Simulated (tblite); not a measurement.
Geometry relaxation, with input and output: C6H13GaSi (part 1 of 3)

System: C6H13GaSi.
Method: GFN2-xTB geometry optimisation, gas phase (tblite 0.8.0).

It belongs to a series of runs on one base structure; here: SiH2 inserted into a C-C bond.

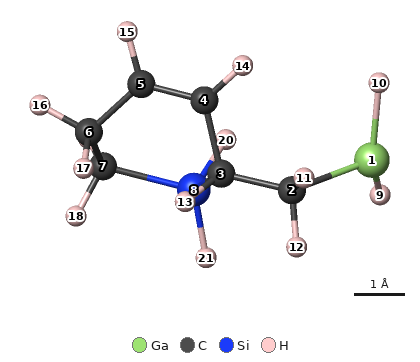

*The starting structure (ball-and-stick view, seen at a tilt; atoms are numbered from 1 in the order of the input). Sticks mark near contacts.*

### The input
```
{"job": {"kind": "relax", "xc": "GFN2-xTB", "basis": "xTB"}, "charge": 0, "multiplicity": 1}
Ga     3.178600    -1.104700     0.530000
C      1.601700    -0.459000     1.392400
C      0.323500     0.031700     0.854500
C      0.447200     1.246800    -0.046700
C     -0.687600     1.686000    -0.565000
C     -2.016100     1.062500    -0.328900
C     -2.118600    -0.362700    -0.774900
Si    -0.526400    -1.218400    -0.267000
H      2.958300    -2.512800     0.071200
H      3.834400     0.293000    -0.083900
H      2.045200     0.348900     2.014800
H      1.362700    -1.270900     2.156400
H     -0.434500     0.303500     1.623400
H      1.416100     1.693900    -0.220600
H     -0.637400     2.563100    -1.218100
H     -2.795200     1.700800    -0.816400
H     -2.206600     1.184400     0.775900
H     -2.907900    -0.836100    -0.111800
H     -2.354700    -0.505900    -1.834600
H      0.248700    -1.334600    -1.524700
H     -0.740100    -2.492600     0.383700
```

The first line tells a small driver script what to run in tblite; the rest is the geometry in Å.

Command:
```bash
OMP_NUM_THREADS=1 python <driver script> task.json out
```

### The program's output
```
step      E/eV     max force
  0    -606.43139    2.879
  1    -606.78381    1.482
  2    -606.96785    1.099
  3    -607.13925    1.101
  4    -607.27822    1.254
  5    -607.37386    0.943
  6    -607.44846    0.609
  7    -607.50626    0.501
  8    -607.54777    0.569
  9    -607.57766    0.585
 10    -607.60760    0.512
 11    -607.63215    0.354
 12    -607.64589    0.311
 13    -607.65577    0.294
 14    -607.66439    0.221
 15    -607.67105    0.176
 16    -607.67539    0.133
 17    -607.67767    0.122
 18    -607.67922    0.106
 19    -607.68108    0.133
 20    -607.68351    0.171
 21    -607.68632    0.174
 22    -607.68907    0.137
 23    -607.69167    0.133
 24    -607.69435    0.132
 25    -607.69752    0.166
 26    -607.70128    0.174
 27    -607.70521    0.131
 28    -607.70887    0.122
 29    -607.71225    0.135
 30    -607.71549    0.145
 31    -607.71871    0.143
 32    -607.72170    0.127
 33    -607.72420    0.125
 34    -607.72629    0.121
 35    -607.72836    0.129
 36    -607.73087    0.132
 37    -607.73430    0.146
 38    -607.73867    0.167
 39    -607.74307    0.165
 40    -607.74648    0.138
 41    -607.74909    0.103
 42    -607.75151    0.112
 43    -607.75416    0.146
 44    -607.75704    0.153
 45    -607.75958    0.100
 46    -607.76145    0.100
 47    -607.76281    0.080
 48    -607.76394    0.086
 49    -607.76491    0.084
 50    -607.76565    0.054
 51    -607.76627    0.076
 52    -607.76682    0.056
 53    -607.76763    0.054
 54    -607.76815    0.058
 55    -607.76910    0.077
 56    -607.77001    0.073
 57    -607.77092    0.072
 58    -607.77167    0.068
 59    -607.77245    0.063
 60    -607.77335    0.083
 61    -607.77443    0.088
 62    -607.77553    0.090
 63    -607.77655    0.099
 64    -607.77762    0.089
 65    -607.77884    0.086
 66    -607.78011    0.077
 67    -607.78116    0.094
 68    -607.78148    0.136
 69    -607.78267    0.081
 70    -607.78337    0.048
 71    -607.78414    0.044
 72    -607.78453    0.046
 73    -607.78482    0.032
 74    -607.78507    0.028
 75    -607.78534    0.027
 76    -607.78556    0.023
 77    -607.78570    0.023
 78    -607.78580    0.025
 79    -607.78590    0.024
 80    -607.78601    0.021
 81    -607.78612    0.023
 82    -607.78619    0.023
 83    -607.78624    0.017
 84    -607.78629    0.010
 85    -607.78633    0.011
 86    -607.78635    0.010
 87    -607.78637    0.013
 88    -607.78640    0.011
 89    -607.78643    0.010
 90    -607.78645    0.010
 91    -607.78648    0.011
 92    -607.78650    0.012
 93    -607.78653    0.013
 94    -607.78657    0.014
 95    -607.78660    0.014
 96    -607.78664    0.017
 97    -607.78669    0.018
 98    -607.78674    0.015
 99    -607.78678    0.014
100    -607.78682    0.012
101    -607.78685    0.013
102    -607.78689    0.015
103    -607.78694    0.016
104    -607.78700    0.016
105    -607.78706    0.016
106    -607.78712    0.020
107    -607.78717    0.019
108    -607.78723    0.016
109    -607.78730    0.021
110    -607.78742    0.037
111    -607.78762    0.051
112    -607.78790    0.055
113    -607.78819    0.039
114    -607.78838    0.035
115    -607.78859    0.038
116    -607.78877    0.040
117    -607.78913    0.030
118    -607.78953    0.041
119    -607.78987    0.054
120    -607.78995    0.058
121    -607.79026    0.036
122    -607.79055    0.034
123    -607.79101    0.043
124    -607.79148    0.055
125    -607.79207    0.057
126    -607.79220    0.095
127    -607.79316    0.067
128    -607.79398    0.052
129    -607.79471    0.042
130    -607.79626    0.069
131    -607.79670    0.050
132    -607.79714    0.046
133    -607.79751    0.046
134    -607.79802    0.052
135    -607.79930    0.059
136    -607.80016    0.061
137    -607.80199    0.072
138    -607.80377    0.091
139    -607.80558    0.094
140    -607.80700    0.088
141    -607.80824    0.081
142    -607.80952    0.085
143    -607.81090    0.099
144    -607.81266    0.115
145    -607.81453    0.138
146    -607.81569    0.092
147    -607.81688    0.070
148    -607.81817    0.064
149    -607.81912    0.062
150    -607.82005    0.073
151    -607.82119    0.062
152    -607.82180    0.054
153    -607.82237    0.056
154    -607.82292    0.052
155    -607.82355    0.048
156    -607.82418    0.062
157    -607.82490    0.086
158    -607.82586    0.102
159    -607.82714    0.107
160    -607.82871    0.101
161    -607.83053    0.091
162    -607.83211    0.110
163    -607.83454    0.124
164    -607.83722    0.120
165    -607.84247    0.145
166    -607.84520    0.154
167    -607.84914    0.175
168    -607.85252    0.130
169    -607.85602    0.146
170    -607.85855    0.115
171    -607.86021    0.089
172    -607.86144    0.094
173    -607.86324    0.108
174    -607.86583    0.112
175    -607.86815    0.127
176    -607.87127    0.115
177    -607.87313    0.128
178    -607.87543    0.084
179    -607.87672    0.068
180    -607.87801    0.051
181    -607.87876    0.052
182    -607.87957    0.059
183    -607.88023    0.060
184    -607.88084    0.048
185    -607.88137    0.051
186    -607.88166    0.040
187    -607.88194    0.029
188    -607.88219    0.041
189    -607.88241    0.044
190    -607.88275    0.039
191    -607.88358    0.064
192    -607.88417    0.073
193    -607.88499    0.068
194    -607.88562    0.055
195    -607.88625    0.068
196    -607.88691    0.080
197    -607.88821    0.086
198    -607.88951    0.087
199    -607.89128    0.095
200    -607.89275    0.086
201    -607.89389    0.109
202    -607.89417    0.119
203    -607.89596    0.066
204    -607.89718    0.063
205    -607.89879    0.094
206    -607.90058    0.114
207    -607.90248    0.105
208    -607.90415    0.115
209    -607.90622    0.108
210    -607.90726    0.084
211    -607.91026    0.094
212    -607.91213    0.080
213    -607.91493    0.109
214    -607.91737    0.092
215    -607.91891    0.097
216    -607.92043    0.082
217    -607.92196    0.141
218    -607.92342    0.101
219    -607.92471    0.099
220    -607.92607    0.108
221    -607.92722    0.083
222    -607.92846    0.088
223    -607.92949    0.069
224    -607.93017    0.069
225    -607.93070    0.063
226    -607.93120    0.080
227    -607.93167    0.044
228    -607.93199    0.040
229    -607.93223    0.034
230    -607.93241    0.034
231    -607.93253    0.022
232    -607.93262    0.014
233    -607.93267    0.011
234    -607.93270    0.010
```

### Trajectory as extended XYZ (Å, eV, eV/Å), 23 of the 235 frames kept, from step=0 to step=234
```
21
Properties=species:S:1:pos:R:3:forces:R:3 step=0 energy=-606.43139
Ga    3.1786   -1.1047    0.5300    0.2550   1.2770  -1.3780
C     1.6017   -0.4590    1.3924   -0.1260  -0.2010   2.8690
C     0.3235    0.0317    0.8545   -1.0160   0.8110  -1.0110
C     0.4472    1.2468   -0.0467   -0.4660  -0.8940   0.7330
C    -0.6876    1.6860   -0.5650    0.5690   1.1480  -1.0610
C    -2.0161    1.0625   -0.3289   -0.8610   2.0250   0.4560
C    -2.1186   -0.3627   -0.7749   -0.9410  -1.2690   1.2750
Si   -0.5264   -1.2184   -0.2670    0.4700  -0.4260  -0.9470
H     2.9583   -2.5128    0.0712    0.6210  -1.0620  -0.4780
H     3.8344    0.2930   -0.0839    0.5430  -0.8100   0.0270
H     2.0452    0.3489    2.0148   -0.1390   0.1940   0.3470
H     1.3627   -1.2709    2.1564   -0.0050   0.4860  -0.2640
H    -0.4345    0.3035    1.6234    0.5750  -0.1220   0.1000
H     1.4161    1.6939   -0.2206   -0.0480  -0.0870   0.0180
H    -0.6374    2.5631   -1.2181   -0.2160  -0.2200   0.1850
H    -2.7952    1.7008   -0.8164    0.4130  -0.4580   0.2170
H    -2.2066    1.1844    0.7759    0.0000  -0.4660  -0.7750
H    -2.9079   -0.8361   -0.1118    0.3430   0.3850  -1.2140
H    -2.3547   -0.5059   -1.8346   -0.1110   0.2300   0.4810
H     0.2487   -1.3346   -1.5247    0.1800  -0.1680   0.2090
H    -0.7401   -2.4926    0.3837   -0.0410  -0.3730   0.2100
21
Properties=species:S:1:pos:R:3:forces:R:3 step=11 energy=-607.63215
Ga    2.9798   -0.9925    0.2620    0.0490   0.2130   0.2790
C     1.5602   -0.3890    1.5860    0.0810  -0.0480  -0.1990
C     0.2751    0.0353    0.8769   -0.0070  -0.2170   0.1170
C     0.4008    1.2162   -0.0218   -0.0380   0.0300   0.0820
C    -0.6866    1.7193   -0.5951   -0.0140   0.0300   0.0150
C    -2.0374    1.1306   -0.3229    0.0330  -0.1210  -0.0750
C    -2.1300   -0.3616   -0.7237    0.1220   0.1740   0.0330
Si   -0.5018   -1.2633   -0.2911   -0.1940  -0.0370   0.1350
H     3.2370   -2.5141   -0.0954    0.0150   0.0650  -0.1420
H     4.0992    0.0524   -0.2108   -0.0310  -0.1720  -0.1230
H     1.9224    0.4224    2.2274    0.0840   0.2430  -0.0600
H     1.3188   -1.1958    2.2836   -0.0520  -0.2740   0.0200
H    -0.4671    0.2610    1.6509   -0.1260   0.0910   0.0310
H     1.3936    1.6201   -0.2085   -0.0140  -0.0590   0.0180
H    -0.6359    2.5803   -1.2351    0.0300   0.1420  -0.1630
H    -2.8172    1.6887   -0.8376   -0.0150   0.0850  -0.0530
H    -2.2265    1.2170    0.7515   -0.0730  -0.0660   0.0150
H    -2.9745   -0.7954   -0.1898   -0.0080  -0.0820  -0.1080
H    -2.3477   -0.4387   -1.7931    0.0410   0.0160   0.1920
H     0.3478   -1.4235   -1.4850    0.1220  -0.0260  -0.0140
H    -0.7189   -2.5527    0.3816   -0.0040   0.0140  -0.0010
21
Properties=species:S:1:pos:R:3:forces:R:3 step=21 energy=-607.68632
Ga    3.0095   -0.9576    0.2962   -0.1070   0.0380  -0.0020
C     1.5454   -0.3820    1.5921    0.1650  -0.0510   0.0210
C     0.2457    0.0257    0.9030    0.0660  -0.0830   0.0890
C     0.3793    1.2074    0.0015    0.0130  -0.0500   0.0740
C    -0.6917    1.7295   -0.5851    0.0530  -0.0300  -0.0110
C    -2.0472    1.1420   -0.3286    0.0060  -0.0010  -0.0070
C    -2.1204   -0.3496   -0.7228   -0.0080   0.0180  -0.0180
Si   -0.5152   -1.2799   -0.2622   -0.0860   0.0370   0.0260
H     3.2432   -2.4549   -0.1762   -0.0450   0.0040  -0.0130
H     4.1348   -0.0062   -0.2974   -0.0010   0.0440  -0.0070
H     1.9075    0.4499    2.2185   -0.0120   0.0030  -0.0270
H     1.3375   -1.2158    2.2825    0.0070   0.0230  -0.0570
H    -0.4930    0.2651    1.6795   -0.0320   0.0020   0.0080
H     1.3867    1.5738   -0.1801   -0.0040   0.0390  -0.0260
H    -0.6117    2.5747   -1.2511   -0.0310   0.0220  -0.0060
H    -2.8132    1.7100   -0.8603    0.0080  -0.0540  -0.0090
H    -2.2638    1.2221    0.7424   -0.0150   0.0050  -0.0250
H    -2.9819   -0.8012   -0.2275    0.0330   0.0220  -0.0650
H    -2.3073   -0.4223   -1.7932    0.0210  -0.0160  -0.0030
H     0.3908   -1.4415   -1.4222    0.0010  -0.0200   0.0520
H    -0.7442   -2.5724    0.4008   -0.0290   0.0470   0.0050
21
Properties=species:S:1:pos:R:3:forces:R:3 step=32 energy=-607.72170
Ga    2.9715   -0.8805    0.2109   -0.0140  -0.0900  -0.0200
C     1.5883   -0.3841    1.6054   -0.0130   0.0240   0.0140
C     0.2496    0.0076    0.9743    0.0060  -0.0110   0.0210
C     0.3737    1.1858    0.0592   -0.0010  -0.0440   0.0700
C    -0.6820    1.7062   -0.5564    0.1000   0.0040  -0.0280
C    -2.0534    1.1328   -0.3606    0.0830   0.0960   0.0050
C    -2.1041   -0.3514   -0.7659    0.0080   0.0350  -0.0030
Si   -0.5492   -1.2903   -0.1760    0.0430  -0.0090  -0.0330
H     3.1095   -2.3792   -0.2965    0.0200   0.0280  -0.0470
H     4.1087    0.0504   -0.3880   -0.0210   0.0340  -0.0190
H     1.9426    0.4529    2.2294    0.0010  -0.0530   0.0130
H     1.4475   -1.2454    2.2789   -0.0500   0.0790  -0.0360
H    -0.4637    0.2411    1.7768    0.0030   0.0760  -0.0340
H     1.3830    1.5570   -0.1290   -0.0820   0.0080   0.0600
H    -0.5697    2.5462   -1.2255   -0.0370   0.0180  -0.0100
H    -2.7822    1.7014   -0.9418   -0.0090  -0.0240   0.0420
H    -2.3239    1.2222    0.6967   -0.0230  -0.0340  -0.0240
H    -3.0154   -0.7921   -0.3633    0.0240  -0.0440  -0.0050
H    -2.1904   -0.4094   -1.8496    0.0350  -0.0370  -0.0290
H     0.4373   -1.5042   -1.2635   -0.0760  -0.0410   0.0030
H    -0.8866   -2.5501    0.4941    0.0030  -0.0150   0.0580
21
Properties=species:S:1:pos:R:3:forces:R:3 step=43 energy=-607.75416
Ga    2.8821   -0.8414    0.1082    0.0790  -0.1110  -0.0530
C     1.6078   -0.4006    1.6223   -0.1010   0.0150  -0.0620
C     0.2495    0.0190    1.0482   -0.0680  -0.0380  -0.0770
C     0.3807    1.1946    0.1321   -0.0110   0.0220   0.0120
C    -0.6521    1.6998   -0.5330    0.0260   0.0140  -0.0010
C    -2.0285    1.1153   -0.4094    0.0690  -0.0060   0.0010
C    -2.0405   -0.3643   -0.8320   -0.0030   0.0460   0.0340
Si   -0.5797   -1.3092   -0.0542   -0.0260  -0.0270  -0.0010
H     3.0060   -2.2948   -0.5424    0.0100   0.1010   0.0250
H     3.9728    0.1504   -0.4912   -0.0320   0.0130  -0.0070
H     2.0082    0.4168    2.2403    0.0050  -0.0060   0.0420
H     1.4784   -1.2691    2.2805   -0.0240  -0.0160   0.0500
H    -0.4374    0.2922    1.8642    0.0550  -0.0550  -0.0160
H     1.3835    1.6104    0.0245   -0.0490   0.0210  -0.0370
H    -0.5229    2.5453   -1.1925   -0.0070   0.0200   0.0030
H    -2.7403    1.6853   -1.0110    0.0360  -0.0300   0.0170
H    -2.3514    1.1762    0.6351    0.0040   0.0110  -0.0200
H    -2.9887   -0.8087   -0.5378   -0.0520  -0.0080  -0.0290
H    -1.9889   -0.4276   -1.9197   -0.0030   0.0240   0.0510
H     0.3721   -1.6801   -1.1213    0.0640  -0.0300   0.0130
H    -1.0195   -2.4923    0.6991    0.0280   0.0400   0.0570
```
